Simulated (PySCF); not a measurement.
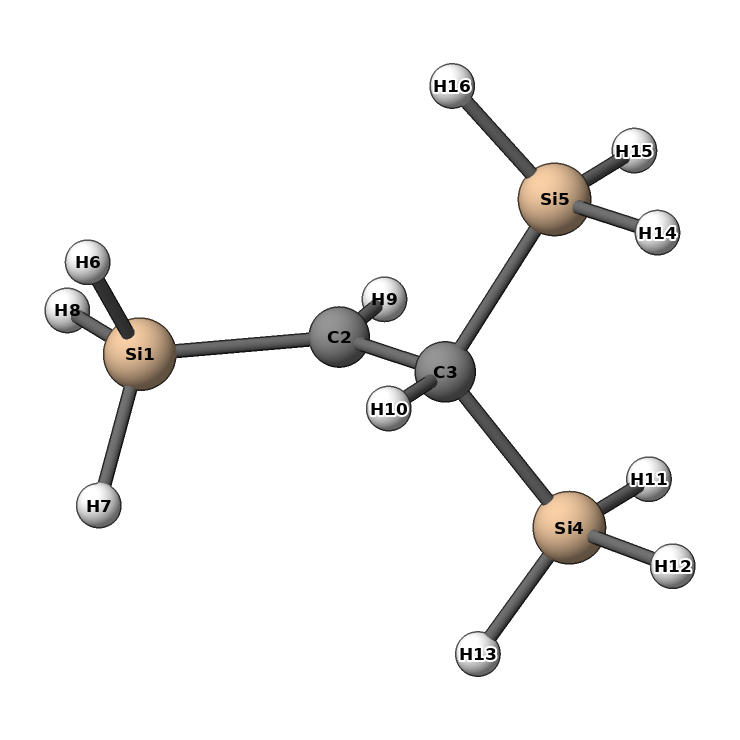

The questions are on Mulliken spin populations. State: neutral, doublet. The computed structure is the end point of a GFN2-xTB optimisation. No frequency run is at hand to confirm it as a minimum. Properties computed with UKS B3LYP, pcH-1 on C H Si, non-relativistic (PySCF 2.14.0).

List the Mulliken spin populations.

```
atom  value (e)
 Si1      −0.03
  C2       0.92
  C3      −0.04
 Si4       0.05
 Si5       0.05
  H6       0.03
  H7       0.03
  H8       0.00
  H9      −0.04
 H10       0.00
 H11       0.00
 H12       0.02
 H13       0.00
 H14       0.02
 H15       0.00
 H16       0.00
```

Mulliken values depend strongly on the basis set. The geometry is semi-empirical. Around Si such bond lengths and angles can be off by a tenth of an ångström or more and by several degrees, and values that hang on the shape move with them.
